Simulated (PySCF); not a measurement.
# InH3 (SMILES [InH3]): CCSDT(Q)/LANL2DZ (core potential)

What is the energy change on altering one bond length of InH3 at CCSDT(Q)/LANL2DZ (core potential)? Input form: a Python script.

Program for the calculation: PySCF 2.14.0.

7 further runs of the same task are left out: 7 set aside as unsound or not needed.

## 1. Starting point

InH3 has 4 atoms, charge 0, and is taken as a singlet. SMILES: `[InH3]`. The coordinates come from a PBE0-D4/def2-TZVP relaxation.

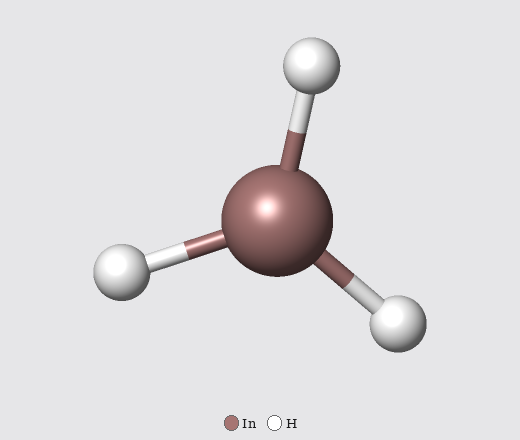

The structure, seen from a chosen angle (indium brown, hydrogen white).

## 2. A single-point energy at CCSDT(Q)/LANL2DZ (core potential)

job.py reads:

```python
# [InH3]
from pyscf import gto, cc

mol = gto.M(
    atom=[
    ('In', (0.013900, -0.015100, -0.005100)),
    ('H', (0.415500, 1.516000, 0.678200)),
    ('H', (-1.095600, -0.107300, -1.321400)),
    ('H', (0.721800, -1.454000, 0.628000)),
],
    verbose=4,
    basis='lanl2dz',
    charge=0,
    max_memory=1860,
    spin=0,
    ecp={'In': 'lanl2dz'},
)

mf = mol.RHF()
mf.conv_tol = 1e-10
mf.kernel()
if not mf.converged:
    mf = mf.newton().run(mf.mo_coeff, mf.mo_occ)

mycc = cc.CCSDT(mf)
mycc.kernel()
e_bracket, e_q = mycc.ccsdt_q()
e_tot = mycc.e_tot + e_q
print(f'total energy: {e_tot:.8f} hartree')
```

The run is started by

```bash
$ OMP_NUM_THREADS=1 python job.py
```

The program printed:

```text
PySCF version 2.14.0

[INPUT] num. atoms = 4
[INPUT] num. electrons = 6
[INPUT] charge = 0
[INPUT] spin (= nelec alpha-beta = 2S) = 0
[INPUT] symmetry False subgroup None
[INPUT] Mole.unit = angstrom
[INPUT] Symbol           X                Y                Z      unit          X                Y                Z       unit  Magmom
[INPUT]  1 In     0.013900000000  -0.015100000000  -0.005100000000 AA    0.026267193131  -0.028534864481  -0.009637603235 Bohr   0.0
[INPUT]  2 H      0.415500000000   1.516000000000   0.678200000000 AA    0.785181204757   2.864824804841   1.281612257680 Bohr   0.0
[INPUT]  3 H     -1.095600000000  -0.107300000000  -1.321400000000 AA   -2.070383942073  -0.202767613166  -2.497084101000 Bohr   0.0
[INPUT]  4 H      0.721800000000  -1.454000000000   0.628000000000 AA    1.364004316711  -2.747661785118   1.186748006227 Bohr   0.0

[... 40 lines left out ...]
converged SCF energy = -3.47752605334493
[... 15 lines left out ...]
WARN: A large `blksize` is being used, which may cause large memory consumption
[... 3 lines left out ...]
WARN: A large `blksize_oovv` is being used, which may cause large memory consumption
[... 3 lines left out ...]
WARN: A large `blksize_oooo` is being used, which may cause large memory consumption
[... 12 lines left out ...]
Init t2, MP2 energy = -3.516864992705  E_corr(MP2) -0.039338939360
[... 11 lines left out ...]
RCCSDT converged
[... 5 lines left out ...]
total energy: -3.53518683 hartree
```

It took 1.2 s on 1 thread of Intel Xeon Platinum 8259CL at 2.50GHz (Skylake/Cascade Lake), shared host; peak memory 0.12 GiB.

## 3. The distorted shape at the same level

start.xyz reads:

```xyz
4

In    -0.552419     1.136018    -0.511579
H     -0.150819     2.667118     0.171721
H     -1.661919     1.043818    -1.827879
H      0.721800    -1.454000     0.628000
```

job.py reads:

```python
from pyscf import gto, cc

molecule = gto.M(
    atom='start.xyz',
    max_memory=1860,
    basis='lanl2dz',
    ecp={'In': 'lanl2dz'},
    spin=0,
    charge=0,
    verbose=4,
)

myscf = molecule.RHF()
myscf.conv_tol = 1e-10
myscf.kernel()
if not myscf.converged:
    myscf = myscf.newton().run(myscf.mo_coeff, myscf.mo_occ)

mycc = cc.CCSDT(myscf)
mycc.kernel()
e_bracket, e_q = mycc.ccsdt_q()
e_tot = mycc.e_tot + e_q
print('E = %.10f Eh' % e_tot)
```

The run is started by

```bash
$ OMP_NUM_THREADS=1 python job.py
```

The program printed:

```text
PySCF version 2.14.0

[INPUT] num. atoms = 4
[INPUT] num. electrons = 6
[INPUT] charge = 0
[INPUT] spin (= nelec alpha-beta = 2S) = 0
[INPUT] symmetry False subgroup None
[INPUT] Mole.unit = angstrom
[INPUT] Symbol           X                Y                Z      unit          X                Y                Z       unit  Magmom
[INPUT]  1 In    -0.552419000000   1.136018000000  -0.511579000000 AA   -1.043920616006   2.146762892576  -0.966744201079 Bohr   0.0
[INPUT]  2 H     -0.150819000000   2.667118000000   0.171721000000 AA   -0.285006604381   5.040122561898   0.324505659836 Bohr   0.0
[INPUT]  3 H     -1.661919000000   1.043818000000  -1.827879000000 AA   -3.140571751211   1.972530143891  -3.454190698844 Bohr   0.0
[INPUT]  4 H      0.721800000000  -1.454000000000   0.628000000000 AA    1.364004316711  -2.747661785118   1.186748006227 Bohr   0.0

[... 42 lines left out ...]
converged SCF energy = -3.35375202002963
[... 15 lines left out ...]
WARN: A large `blksize` is being used, which may cause large memory consumption
[... 3 lines left out ...]
WARN: A large `blksize_oovv` is being used, which may cause large memory consumption
[... 3 lines left out ...]
WARN: A large `blksize_oooo` is being used, which may cause large memory consumption
[... 12 lines left out ...]
Init t2, MP2 energy = -3.410168786380  E_corr(MP2) -0.056416766351
[... 14 lines left out ...]
RCCSDT converged
[... 5 lines left out ...]
E = -3.4539437555 Eh
```

Run time: 1.2 s. Hardware: 1 thread of Intel Xeon Platinum 8259CL at 2.50GHz (Skylake/Cascade Lake), shared host; peak memory 0.12 GiB.

## 4. Outcome

Level: CCSDT(Q)/LANL2DZ (core potential).

| quantity | value |
| --- | --- |
| first shape: total energy | -3.53519 Eh |
| first shape: dipole moment (Hartree–Fock density) | 0.00 D |
| first shape: HOMO energy (Hartree–Fock orbitals) | -11.13 eV |
| first shape: LUMO energy (Hartree–Fock orbitals) | 0.52 eV |
| first shape: HOMO–LUMO gap (Hartree–Fock orbitals) | 11.65 eV |
| first shape: correlation energy | -57.7 mEh |
| first shape: T1 diagnostic | 0.012 |
| distorted shape: total energy | -3.45394 Eh |
| distorted shape: dipole moment (Hartree–Fock density) | 2.40 D |
| distorted shape: HOMO energy (Hartree–Fock orbitals) | -7.99 eV |
| distorted shape: LUMO energy (Hartree–Fock orbitals) | 0.04 eV |
| distorted shape: HOMO–LUMO gap (Hartree–Fock orbitals) | 8.03 eV |
| distorted shape: correlation energy | -100.2 mEh |
| distorted shape: T1 diagnostic | 0.043 |
| energy change with the In1–H4 bond stretched from 1.724 to 3.103 Å | 2.211 eV |

With the In1–H4 bond stretched from 1.724 to 3.103 Å the energy rises by 2.21 eV (51 kcal/mol). The first shape isn't relaxed at this level, so the change isn't measured from a minimum. Mulliken charges (first shape) of the mean-field density run from -0.21 on H2 to +0.64 on In1. The T1 diagnostic (distorted shape) of 0.043 is above the customary mark for such species, so a single reference may not serve.
